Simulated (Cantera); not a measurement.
Input: 1 mol Ti(OiPr)4, 1.3 mol H2, held at 13.3 mbar.

Equilibrium computed with Cantera from the NASA thermochemical tables; the gas is ideal and each condensed phase is pure. Candidate condensed phases: C, C6H6, C7H8, C8H18, H2O, Ti, TiC, TiO, TiO2, Ti2O3, Ti3O5, Ti4O7; 113 gas species. The feed counts by its element totals alone. Mutual solubility and eutectic melting of coexisting phases are not modelled. TiC: taken at fixed stoichiometry. Condensed phases not in the tables: Magnéli phases beyond Ti4O7. Kinetics and transport are ignored.

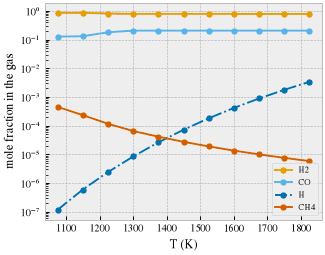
Fig. 1. Equilibrium gas composition (values under 1e-9 drawn at 1e-9)

At 1075 K the condensed part is C(graphite) + Ti4O7(s). At 1150 K the condensed part is C(graphite) + Ti3O5(s). At 1225 K the condensed part is C(graphite) + TiC(s) + Ti3O5(s). From 1300 K to 1825 K the condensed part is C(graphite) + TiC(s).
